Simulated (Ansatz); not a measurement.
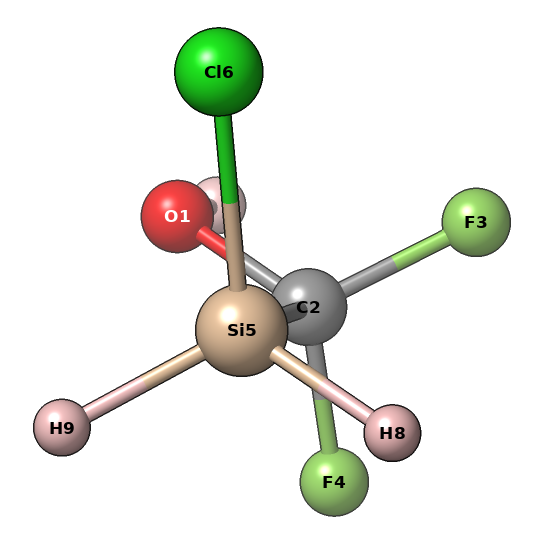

C2 lies behind Si5. The molecule seen a little off the Si5–C2 bond, Si5 in front. Distant atoms are faded towards the background colour. The computed structure is the end point of a PBE0-D4/def2-TZVP optimisation. No frequency run is at hand to confirm it as a minimum.

Q: What is the torsion angle Cl6–Si5–C2–F3? The sign is positive where the front bond must turn clockwise to cover the back bond.

A: 62°, synclinal (gauche). The bonds about Si5–C2 are staggered.
